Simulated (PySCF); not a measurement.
## Electronic structure of FH₃NSi (SMILES [NH][SiH2]F) (doublet) in real space

Input file:

```
{"job": {"kind": "epr"}, "charge": 0, "multiplicity": 2}
Si    -0.077081     0.361690     0.219837
F      1.035522     0.074532     1.371331
N     -0.339448    -0.951584    -0.886134
H      0.391611     1.524845    -0.580927
H     -1.374603     0.629185     0.897807
H      0.202122    -1.812847    -0.750973
```

Run with:

```sh
OMP_NUM_THREADS=1 python cluster_run.py task.json out
```

Geometry: PBE0-D3(BJ)/def2-SVP.

Level of theory: UKS B3LYP, IGLO-III on F N Si, pcH-1 on H, non-relativistic, mean-field spin-orbit, GIAO (PySCF 2.14.0, density-fitted response routines).

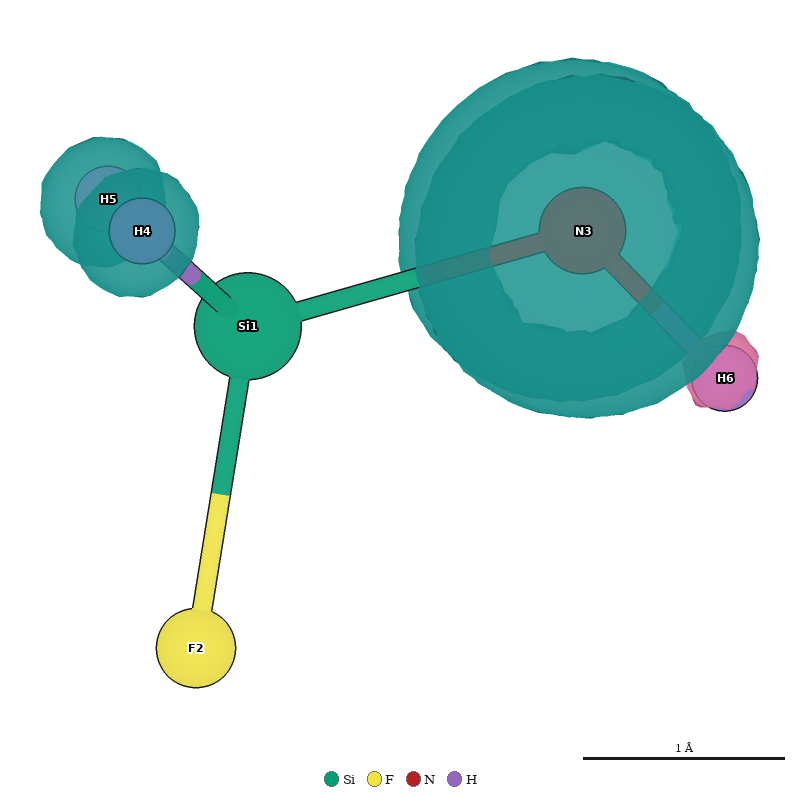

Figure 1. Isosurfaces of the spin density at +0.04 (teal) and −0.04 e/Å³ (pink), seen across its widest extent.

### Describe the spin distribution.

The unpaired spin (1 electron) lies mostly on N3 (about 0.8) and Si1 (about 0.1), in electrons by Hirshfeld's partition.

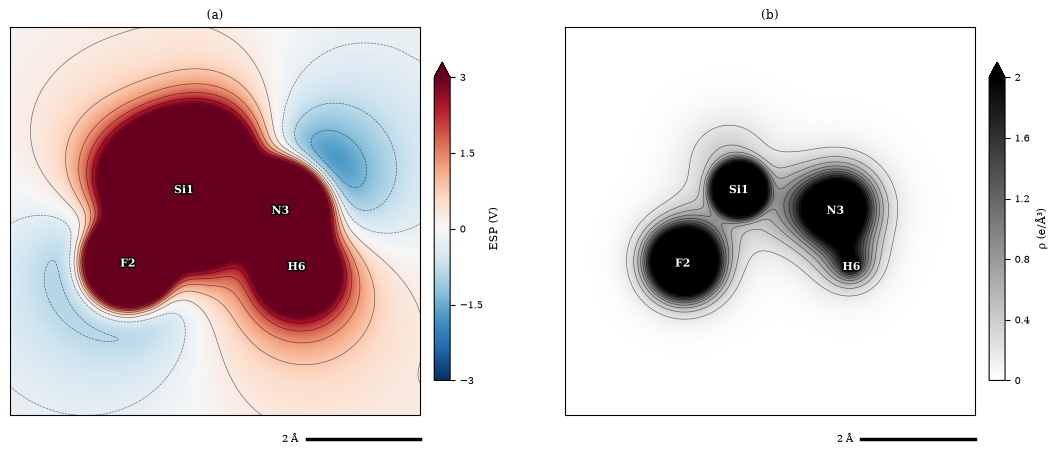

Figure 2. (a) electrostatic potential; (b) electron density on the plane of atoms F2, Si1 and N3.

### What does the map show?

The section cuts through Si, F, N and H sites. Si–F (1.63 Å): ρ is about 1.1 e/Å³ halfway. Si–N (1.74 Å): ρ at the midpoint is about 1.1 e/Å³. N–H (1.03 Å): the density is about 2.7 e/Å³ at the midpoint. Outside the dense part of the molecule the potential is most negative (−1.7 V) near N3.

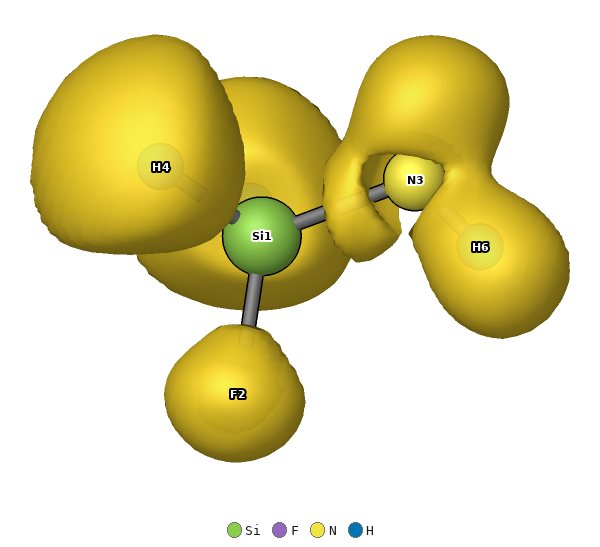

Figure 3. Isosurface of the ELF at 0.8 (yellow), seen at a tilt. Only the valence region is drawn (cores and ρ < 0.01 e/Å³ removed).

### What do the ELF domains correspond to?

The ELF exceeds this value in two regions around hydrogen nuclei, one region wrapped around F (its lone pairs, merged into a ring or cap) and one joined region spread over several atoms (H, N), in which their bonds and any lone pairs are merged. Profiles from the grid: Si–F (1.63 Å): the ELF peaks at about 0.85 in the valence shell of F, 0.5 Å from its nucleus, and is about 0.60 at the midpoint. Si–N (1.74 Å): the ELF peaks at about 0.90 between the atoms: a shared but strongly polarised pair.
